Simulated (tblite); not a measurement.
Run report: CH10BClOSi3, geometry relaxation (part 1 of 2)

System: CH10BClOSi3, SMILES O[Si](Cl)(B[SiH3])C[SiH3].
Method: GFN2-xTB geometry optimisation, gas phase (tblite 0.8.0).

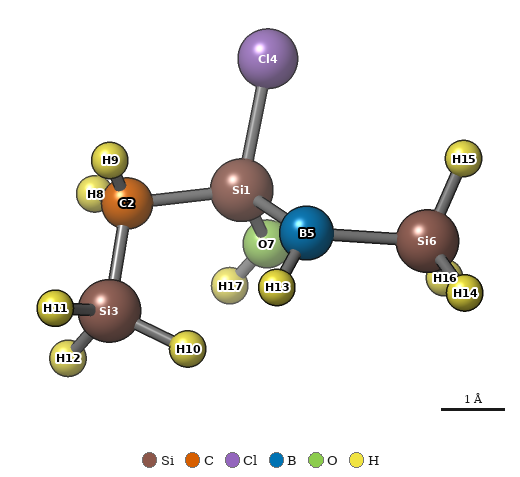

**Figure 1.** The starting structure (ball-and-stick view, seen at a tilt; atoms are numbered from 1 in the order of the input).

Summary

```tsv
quantity	value
outcome	converged
total energy	−607.4851 eV
hardware	1 CPU thread, shared host
wall time	9.7 s
peak memory	0.18 GiB
```

Input
```
{"job": {"kind": "relax", "xc": "GFN2-xTB", "basis": "xTB"}, "charge": 0, "multiplicity": 1}
Si     0.191354     0.433427     0.479205
C      0.283119     1.475982    -1.066979
Si    -0.157964     0.428549    -2.498442
Cl     0.253863     1.726535     2.186718
B     -1.461057    -0.556152     0.488336
Si    -1.662926    -1.906474     1.867829
O      1.564275    -0.655741     0.529220
H      1.232731     1.811192    -1.168089
H     -0.382526     2.260118    -0.976773
H     -0.756810    -0.779604    -2.048069
H     -1.073750     1.150023    -3.340186
H      1.009207     0.148166    -3.260297
H     -1.891614    -0.840155    -0.539554
H     -2.734443    -2.785628     1.564543
H     -1.881458    -1.269742     3.130524
H     -0.477539    -2.679028     1.952057
H      2.175345    -0.839766    -0.241312
```

The first line tells a small driver script what to run in tblite; the rest is the geometry in Å.

Launched with:
```bash
OMP_NUM_THREADS=1 python <driver script> task.json out
```

What the program printed
```
step      E/eV     max force
  0    -606.15237    3.148
  1    -606.54265    1.447
  2    -606.75701    0.755
  3    -606.82938    0.848
  4    -606.92490    0.944
  5    -606.99241    0.757
  6    -607.05005    0.532
  7    -607.09266    0.482
  8    -607.12453    0.472
  9    -607.14667    0.458
 10    -607.16751    0.391
 11    -607.19668    0.470
 12    -607.22101    0.427
 13    -607.23369    0.251
 14    -607.24280    0.222
 15    -607.25373    0.313
 16    -607.26815    0.407
 17    -607.28386    0.436
 18    -607.29502    0.282
 19    -607.30152    0.225
 20    -607.30802    0.249
 21    -607.31835    0.314
 22    -607.33098    0.405
 23    -607.34130    0.367
 24    -607.34814    0.222
 25    -607.35434    0.229
 26    -607.36145    0.264
 27    -607.36546    0.527
 28    -607.37374    0.297
 29    -607.37787    0.201
 30    -607.38359    0.186
 31    -607.38654    0.211
 32    -607.39145    0.173
 33    -607.39334    0.152
 34    -607.39541    0.135
 35    -607.39736    0.150
 36    -607.39967    0.164
 37    -607.40147    0.107
 38    -607.40356    0.097
 39    -607.40513    0.098
 40    -607.40730    0.112
 41    -607.40885    0.119
 42    -607.41019    0.085
 43    -607.41116    0.109
 44    -607.41210    0.110
 45    -607.41314    0.133
 46    -607.41450    0.152
 47    -607.41607    0.124
 48    -607.41752    0.066
 49    -607.41828    0.076
 50    -607.41881    0.067
 51    -607.41914    0.049
 52    -607.41956    0.048
 53    -607.41996    0.068
 54    -607.42042    0.076
 55    -607.42087    0.063
 56    -607.42127    0.046
 57    -607.42159    0.044
 58    -607.42186    0.046
 59    -607.42213    0.040
 60    -607.42241    0.044
 61    -607.42269    0.042
 62    -607.42293    0.039
 63    -607.42313    0.045
 64    -607.42330    0.039
 65    -607.42351    0.052
 66    -607.42375    0.048
 67    -607.42398    0.032
 68    -607.42416    0.028
 69    -607.42430    0.029
 70    -607.42445    0.036
 71    -607.42465    0.038
 72    -607.42488    0.051
 73    -607.42510    0.043
 74    -607.42533    0.037
 75    -607.42563    0.042
 76    -607.42618    0.078
 77    -607.42715    0.113
 78    -607.42860    0.130
 79    -607.43018    0.090
 80    -607.43180    0.090
 81    -607.43358    0.110
 82    -607.43550    0.159
 83    -607.43404    0.235
 84    -607.43851    0.135
 85    -607.43983    0.103
 86    -607.44266    0.158
 87    -607.44407    0.130
 88    -607.44613    0.114
 89    -607.44874    0.098
 90    -607.44949    0.071
 91    -607.45029    0.070
 92    -607.45148    0.092
 93    -607.45281    0.084
 94    -607.45400    0.087
 95    -607.45515    0.072
 96    -607.45587    0.065
 97    -607.45651    0.061
 98    -607.45713    0.067
 99    -607.45782    0.053
100    -607.45842    0.049
101    -607.45893    0.051
102    -607.45938    0.067
103    -607.45982    0.057
104    -607.46021    0.051
105    -607.46063    0.060
106    -607.46104    0.051
107    -607.46131    0.045
108    -607.46148    0.035
109    -607.46161    0.027
110    -607.46174    0.028
111    -607.46186    0.034
112    -607.46198    0.034
113    -607.46208    0.027
114    -607.46217    0.020
115    -607.46225    0.025
116    -607.46232    0.026
117    -607.46239    0.016
118    -607.46246    0.018
119    -607.46255    0.019
120    -607.46265    0.026
121    -607.46276    0.030
122    -607.46286    0.020
123    -607.46293    0.017
124    -607.46298    0.015
125    -607.46303    0.020
126    -607.46309    0.025
127    -607.46316    0.024
128    -607.46326    0.028
129    -607.46337    0.034
130    -607.46349    0.026
131    -607.46360    0.036
132    -607.46370    0.036
133    -607.46379    0.027
134    -607.46386    0.018
135    -607.46392    0.017
136    -607.46398    0.020
137    -607.46404    0.022
138    -607.46411    0.021
139    -607.46420    0.023
140    -607.46431    0.028
141    -607.46441    0.030
142    -607.46449    0.024
143    -607.46458    0.021
144    -607.46467    0.026
145    -607.46478    0.027
146    -607.46489    0.028
147    -607.46500    0.022
148    -607.46511    0.030
149    -607.46523    0.035
150    -607.46535    0.031
151    -607.46547    0.031
152    -607.46561    0.029
153    -607.46573    0.023
154    -607.46582    0.021
155    -607.46591    0.026
156    -607.46601    0.031
157    -607.46616    0.042
158    -607.46633    0.045
159    -607.46651    0.043
160    -607.46668    0.038
161    -607.46687    0.045
162    -607.46710    0.052
163    -607.46735    0.053
164    -607.46761    0.062
165    -607.46792    0.044
166    -607.46823    0.038
167    -607.46838    0.036
168    -607.46861    0.042
169    -607.46880    0.040
170    -607.46898    0.038
171    -607.46914    0.031
172    -607.46925    0.032
173    -607.46935    0.038
174    -607.46943    0.037
175    -607.46951    0.025
176    -607.46957    0.020
177    -607.46961    0.014
178    -607.46965    0.018
179    -607.46968    0.018
180    -607.46972    0.019
181    -607.46976    0.017
182    -607.46981    0.017
183    -607.46986    0.020
184    -607.46992    0.019
185    -607.46998    0.016
186    -607.47003    0.015
187    -607.47007    0.020
188    -607.47012    0.020
189    -607.47018    0.019
190    -607.47024    0.020
191    -607.47029    0.023
192    -607.47035    0.024
193    -607.47041    0.019
194    -607.47048    0.018
195    -607.47053    0.016
196    -607.47057    0.015
197    -607.47060    0.019
198    -607.47064    0.021
199    -607.47069    0.021
200    -607.47075    0.024
201    -607.47075    0.024
202    -607.47205    0.020
203    -607.47291    0.094
204    -607.47389    0.037
205    -607.47541    0.054
206    -607.47706    0.062
207    -607.47852    0.106
208    -607.48063    0.068
209    -607.48059    0.096
210    -607.47364    0.328
211    -607.47921    0.255
212    -607.47704    0.294
213    -607.48106    0.156
214    -607.48096    0.232
215    -607.48339    0.101
216    -607.48322    0.087
217    -607.48436    0.034
218    -607.48442    0.044
219    -607.48463    0.029
220    -607.48481    0.022
221    -607.48493    0.033
222    -607.48502    0.021
223    -607.48501    0.029
224    -607.48508    0.023
225    -607.48510    0.016
226    -607.48513    0.007
```

Trajectory as extended XYZ (Å, eV, eV/Å), 27 frames, from step=0 to step=226
```
17
Properties=species:S:1:pos:R:3:forces:R:3 step=0 energy=-606.15237
Si    0.1914    0.4334    0.4792    1.4310  -0.7140   1.3250
C     0.2831    1.4760   -1.0670   -0.7360  -1.4810   0.9490
Si   -0.1580    0.4285   -2.4984   -0.3580  -0.0520  -1.2390
Cl    0.2539    1.7265    2.1867    0.2010  -0.5150  -0.7140
B    -1.4611   -0.5562    0.4883    0.6530  -0.8980   0.3390
Si   -1.6629   -1.9065    1.8678   -0.2590   1.1000  -0.2450
O     1.5643   -0.6557    0.5292   -0.6280   0.8950  -1.2070
H     1.2327    1.8112   -1.1681    2.7750   1.4320  -0.3970
H    -0.3825    2.2601   -0.9768   -1.1340   1.7000   0.1780
H    -0.7568   -0.7796   -2.0481   -0.1470  -0.8590  -0.2480
H    -1.0738    1.1500   -3.3402   -0.4210   0.2300  -0.3540
H     1.0092    0.1482   -3.2603    0.8050  -0.3050  -0.5000
H    -1.8916   -0.8402   -0.5396   -0.7670   0.3150  -0.1690
H    -2.7344   -2.7856    1.5645   -0.8700  -0.8380  -0.0140
H    -1.8815   -1.2697    3.1305   -0.1970   0.1050   0.8430
H    -0.4775   -2.6790    1.9521    0.8940  -0.6720   0.0990
H     2.1753   -0.8398   -0.2413   -1.2430   0.5580   1.3540
17
Properties=species:S:1:pos:R:3:forces:R:3 step=9 energy=-607.14667
Si    0.2059    0.4316    0.4803   -0.0130  -0.0320   0.2950
C     0.3358    1.4996   -1.0950    0.0190   0.0960   0.2200
Si   -0.1296    0.4569   -2.6121    0.0940   0.0280   0.0040
Cl    0.3639    1.6662    2.1370    0.0180  -0.1260  -0.2450
B    -1.3712   -0.7212    0.4800   -0.1280   0.4280   0.1010
Si   -1.6985   -1.9585    1.9390   -0.0100  -0.0370  -0.0870
O     1.4893   -0.5910    0.5785    0.0120   0.0640  -0.0660
H     1.3177    1.9660   -1.1942   -0.0030  -0.1330  -0.0710
H    -0.3527    2.3321   -0.9587   -0.0930  -0.0060  -0.1870
H    -0.6917   -0.8486   -2.2437    0.0140  -0.0090  -0.0550
H    -1.1216    1.1618   -3.4106   -0.0200   0.0710  -0.1390
H     1.0846    0.1084   -3.3401    0.1510   0.0860  -0.1710
H    -2.0629   -0.6887   -0.4595   -0.1630  -0.0150   0.0470
H    -2.8093   -2.8851    1.6617   -0.0060  -0.0650   0.1860
H    -1.9297   -1.3257    3.2471   -0.0300  -0.1140  -0.0420
H    -0.4713   -2.7580    2.0118    0.0250  -0.2480   0.2050
H     2.0711   -0.7239   -0.1626    0.1320   0.0110   0.0050
17
Properties=species:S:1:pos:R:3:forces:R:3 step=18 energy=-607.29502
Si    0.1777    0.4492    0.4712   -0.0850  -0.2310   0.1380
C     0.3224    1.4830   -1.1282    0.0140  -0.0090   0.0480
Si   -0.0594    0.4767   -2.7002    0.0090   0.0100  -0.0420
Cl    0.4357    1.6856    2.1096   -0.0560  -0.0450  -0.1870
B    -1.4467   -0.6712    0.5625    0.0370  -0.0420   0.0450
Si   -1.6942   -2.0392    1.9611   -0.0570   0.0510   0.0140
O     1.4679   -0.5663    0.5380   -0.0570  -0.1100  -0.0280
H     1.3190    1.9210   -1.1892    0.0060   0.0310  -0.0690
H    -0.3662    2.3230   -1.0593   -0.0100   0.0130  -0.0560
H    -0.6232   -0.8436   -2.3584    0.0760   0.0840  -0.0390
H    -1.0513    1.2009   -3.5045    0.0950  -0.0430  -0.0130
H     1.1769    0.2382   -3.4666   -0.1150   0.0500   0.0630
H    -2.2502   -0.5581   -0.2950    0.0900   0.0360   0.2040
H    -2.8257   -2.9749    1.8084    0.0160   0.0390  -0.0970
H    -1.9580   -1.4239    3.2718    0.0180   0.0540   0.0220
H    -0.5377   -2.9209    2.1662    0.0460  -0.0010  -0.0350
H     2.1429   -0.6577   -0.1288   -0.0250   0.1140   0.0320
17
Properties=species:S:1:pos:R:3:forces:R:3 step=27 energy=-607.36546
Si    0.1552    0.3745    0.4195   -0.3200  -0.0840   0.2370
C     0.3073    1.4435   -1.1575    0.0360   0.0100  -0.0770
Si    0.0015    0.5103   -2.7830    0.0040  -0.1020  -0.1750
Cl    0.4375    1.7196    1.9859    0.0200  -0.0820  -0.0840
B    -1.4757   -0.6883    0.7009   -0.0500   0.0570  -0.1160
Si   -1.7029   -2.1157    2.0448   -0.0370   0.1240  -0.1130
O     1.3897   -0.7020    0.4249    0.3630   0.1750  -0.3400
H     1.3056    1.8807   -1.1868    0.0380   0.0910  -0.0140
H    -0.3809    2.2855   -1.1206   -0.0150   0.0050   0.1220
H    -0.5223   -0.8323   -2.4788    0.0320   0.0780  -0.0830
H    -0.9474    1.2404   -3.6318   -0.0180  -0.0380   0.0730
H     1.2493    0.3951   -3.5547   -0.0330  -0.0550   0.0970
H    -2.3997   -0.4047    0.0224    0.0900  -0.0590   0.1320
H    -2.8520   -3.0218    1.8208    0.0680   0.0920   0.0110
H    -1.9670   -1.4516    3.3356   -0.0120  -0.0690   0.0330
H    -0.5737   -3.0290    2.2550    0.0330   0.0270   0.0010
H     2.2054   -0.4827   -0.0380   -0.1990  -0.1680   0.2970
17
Properties=species:S:1:pos:R:3:forces:R:3 step=36 energy=-607.39967
Si    0.1394    0.3454    0.3847   -0.0390   0.0370   0.0960
C     0.2994    1.4413   -1.1674   -0.0260   0.0330  -0.0770
Si    0.0158    0.5189   -2.8033   -0.0290  -0.0700  -0.0790
Cl    0.4486    1.6952    1.9474    0.0180  -0.1080  -0.0290
B    -1.4924   -0.6803    0.7051   -0.0610   0.0100   0.0100
Si   -1.6949   -2.0950    2.0543    0.0090  -0.0120  -0.0480
O     1.3769   -0.7219    0.3320   -0.0820  -0.1060   0.0950
H     1.2905    1.8946   -1.1867    0.0390   0.0580   0.0030
H    -0.3989    2.2705   -1.0891   -0.0590   0.0530  -0.0380
H    -0.5057   -0.8292   -2.5486   -0.0150  -0.0100   0.0050
H    -0.9533    1.2368   -3.6337    0.0090   0.0270  -0.0060
H     1.2783    0.3837   -3.5375    0.0020   0.0180   0.0160
H    -2.4542   -0.3859    0.0966    0.0640   0.0240   0.0030
H    -2.8425   -2.9869    1.8069   -0.0010  -0.0150   0.0000
H    -1.9723   -1.4909    3.3674    0.0000   0.0150   0.0470
H    -0.5619   -3.0070    2.2563    0.0180   0.0260  -0.0130
H     2.2572   -0.4676    0.0741    0.1520   0.0190   0.0150
17
Properties=species:S:1:pos:R:3:forces:R:3 step=45 energy=-607.41314
Si    0.1417    0.3299    0.3610    0.0580   0.0800   0.0800
C     0.2779    1.4457   -1.1850    0.0090   0.0070  -0.0300
Si    0.0102    0.5113   -2.8205    0.0040   0.0010  -0.0100
Cl    0.4822    1.6258    1.9559    0.0170   0.0030   0.0060
B    -1.5012   -0.6592    0.7126   -0.0930  -0.0340  -0.0650
Si   -1.6954   -2.0783    2.0557    0.0280  -0.0270  -0.0050
O     1.3749   -0.7447    0.3261    0.1030  -0.0110  -0.0210
H     1.2579    1.9253   -1.2004    0.0270  -0.0010  -0.0170
H    -0.4356    2.2655   -1.1202   -0.0580  -0.0400   0.0460
H    -0.5204   -0.8358   -2.5727   -0.0040   0.0270  -0.0070
H    -0.9473    1.2512   -3.6471    0.0230  -0.0140  -0.0290
H     1.2909    0.3863   -3.5229   -0.0150  -0.0070  -0.0210
H    -2.4586   -0.3515    0.1048    0.0240   0.0210   0.0260
H    -2.8306   -2.9846    1.7997    0.0150  -0.0080   0.0040
H    -1.9658   -1.5090    3.3863   -0.0100   0.0230   0.0190
H    -0.5387   -2.9663    2.2361   -0.0040   0.0040  -0.0150
H     2.2878   -0.4898    0.1892   -0.1240  -0.0250   0.0410
17
Properties=species:S:1:pos:R:3:forces:R:3 step=54 energy=-607.42042
Si    0.1479    0.3241    0.3625    0.0570   0.0450   0.0220
C     0.2637    1.4383   -1.1900   -0.0100  -0.0180  -0.0260
Si    0.0144    0.5135   -2.8368   -0.0020   0.0010  -0.0080
Cl    0.5279    1.5961    1.9714    0.0040   0.0010  -0.0410
B    -1.5112   -0.6425    0.7136   -0.0270  -0.0060  -0.0190
Si   -1.6880   -2.0701    2.0492    0.0040  -0.0280   0.0120
O     1.3664   -0.7682    0.3213   -0.0010  -0.0010   0.0100
H     1.2284    1.9499   -1.2203   -0.0510   0.0090   0.0390
H    -0.4877    2.2238   -1.1106    0.0260   0.0030   0.0010
H    -0.5357   -0.8259   -2.5979   -0.0030   0.0060  -0.0040
H    -0.9185    1.2559   -3.6904    0.0120   0.0040   0.0080
H     1.2961    0.3869   -3.5381   -0.0070  -0.0160   0.0210
H    -2.4694   -0.3040    0.1280   -0.0160   0.0080   0.0060
H    -2.8095   -2.9944    1.8014   -0.0010  -0.0050  -0.0090
H    -1.9611   -1.5096    3.3852    0.0040   0.0140  -0.0080
H    -0.5189   -2.9432    2.2162    0.0080  -0.0010  -0.0020
H     2.2850   -0.5088    0.2939    0.0020  -0.0160  -0.0030
17
Properties=species:S:1:pos:R:3:forces:R:3 step=63 energy=-607.42313
Si    0.1529    0.3206    0.3683    0.0180   0.0320  -0.0090
C     0.2486    1.4330   -1.1868    0.0030   0.0070  -0.0170
Si    0.0129    0.5133   -2.8379    0.0070  -0.0020   0.0020
Cl    0.5589    1.6106    1.9540   -0.0030  -0.0130  -0.0200
B    -1.5164   -0.6362    0.7092    0.0130   0.0070   0.0000
Si   -1.6796   -2.0726    2.0354   -0.0100  -0.0080   0.0120
O     1.3638   -0.7809    0.3322   -0.0450   0.0040   0.0040
H     1.1994    1.9688   -1.2055    0.0000  -0.0080  -0.0140
H    -0.5151    2.2062   -1.1043   -0.0100  -0.0120   0.0040
H    -0.5546   -0.8203   -2.6061   -0.0140   0.0090   0.0020
H    -0.8989    1.2665   -3.7058    0.0170   0.0010   0.0170
H     1.2996    0.3635   -3.5242    0.0050  -0.0040   0.0230
H    -2.4786   -0.2819    0.1388    0.0080   0.0030   0.0070
H    -2.7968   -3.0033    1.7921    0.0080  -0.0060   0.0030
H    -1.9521   -1.4939    3.3651    0.0030  -0.0140  -0.0070
H    -0.5013   -2.9332    2.2042   -0.0060  -0.0030   0.0030
H     2.2871   -0.5385    0.3301    0.0070   0.0080  -0.0090
17
Properties=species:S:1:pos:R:3:forces:R:3 step=72 energy=-607.42488
Si    0.1527    0.3287    0.3686    0.0230   0.0180   0.0130
C     0.2403    1.4340   -1.1900    0.0030   0.0110  -0.0050
Si    0.0180    0.5088   -2.8368   -0.0050   0.0030  -0.0030
Cl    0.5811    1.6304    1.9365   -0.0070  -0.0150  -0.0020
B    -1.5142   -0.6295    0.7125   -0.0090  -0.0050   0.0230
Si   -1.6733   -2.0790    2.0254   -0.0170  -0.0190   0.0440
O     1.3496   -0.7875    0.3396   -0.0070   0.0180  -0.0110
H     1.1814    1.9857   -1.2161    0.0050  -0.0060   0.0140
H    -0.5370    2.1933   -1.1082   -0.0090   0.0040  -0.0020
H    -0.5831   -0.8103   -2.6107   -0.0060  -0.0040   0.0000
H    -0.8697    1.2823   -3.7101    0.0190  -0.0020  -0.0230
H     1.3184    0.3387   -3.4915   -0.0090  -0.0150   0.0060
H    -2.4800   -0.2628    0.1575   -0.0090   0.0000  -0.0050
H    -2.7849   -3.0201    1.7894    0.0170   0.0230  -0.0110
H    -1.9488   -1.4987    3.3555    0.0020  -0.0190  -0.0210
H    -0.4959   -2.9390    2.2037    0.0010   0.0080  -0.0090
H     2.2752   -0.5533    0.3336    0.0080  -0.0010  -0.0110
17
Properties=species:S:1:pos:R:3:forces:R:3 step=81 energy=-607.43358
Si    0.1460    0.3714    0.3763    0.0540  -0.0270   0.0090
C     0.1779    1.4563   -1.1956    0.0110  -0.0020  -0.0540
Si    0.0278    0.4855   -2.8235    0.0080   0.0240  -0.0710
Cl    0.6581    1.6720    1.9144    0.0160  -0.0150   0.0120
B    -1.5129   -0.5760    0.7787   -0.0560  -0.0310  -0.0150
Si   -1.6356   -2.0864    2.0272   -0.0650  -0.0300   0.0430
O     1.3089   -0.7769    0.2878   -0.0830  -0.0410   0.0380
H     1.0901    2.0547   -1.2385   -0.0280   0.0090   0.0400
H    -0.6426    2.1710   -1.1297    0.0130   0.0020  -0.0170
H    -0.7429   -0.7518   -2.6397    0.0130   0.0560   0.0130
H    -0.6447    1.3264   -3.8233    0.0230  -0.0400   0.0260
H     1.3695    0.1538   -3.3173   -0.0410  -0.0280   0.0230
H    -2.4962   -0.2035    0.2557    0.0150   0.0020   0.0320
H    -2.7224   -3.0367    1.7082    0.0480   0.0350   0.0150
H    -1.9585   -1.5936    3.3857    0.0440  -0.0470  -0.0800
H    -0.4391   -2.9320    2.1633   -0.0380   0.0500   0.0140
H     2.2463   -0.6127    0.3289    0.0660   0.0830  -0.0280
17
Properties=species:S:1:pos:R:3:forces:R:3 step=90 energy=-607.44949
Si    0.1203    0.3994    0.3712   -0.0070   0.0100  -0.0050
C     0.1202    1.4771   -1.2146    0.0280  -0.0040  -0.0190
Si    0.0675    0.4842   -2.8333   -0.0030  -0.0630   0.0060
Cl    0.7394    1.7129    1.8608   -0.0190  -0.0090   0.0210
B    -1.5216   -0.5366    0.8692   -0.0400  -0.0140  -0.0090
Si   -1.6147   -2.1154    2.0326   -0.0010  -0.0170   0.0280
O     1.2661   -0.7641    0.2657   -0.0220   0.0080   0.0010
H     1.0007    2.1226   -1.2286   -0.0050   0.0060   0.0030
H    -0.7352    2.1530   -1.1830    0.0080  -0.0370   0.0140
H    -0.8920   -0.6159   -2.6890   -0.0330   0.0030  -0.0170
H    -0.3417    1.3373   -3.9561    0.0350  -0.0040   0.0590
H     1.3906   -0.0843   -3.1118   -0.0190   0.0270  -0.0040
H    -2.5362   -0.1264    0.4485   -0.0200   0.0480  -0.0060
H    -2.6665   -3.0689    1.6312    0.0010   0.0070  -0.0050
H    -1.9593   -1.7418    3.4173   -0.0180   0.0310  -0.0100
H    -0.4068   -2.9359    2.1608    0.0530  -0.0110  -0.0240
H     2.1993   -0.5755    0.2178    0.0620   0.0170  -0.0310
```
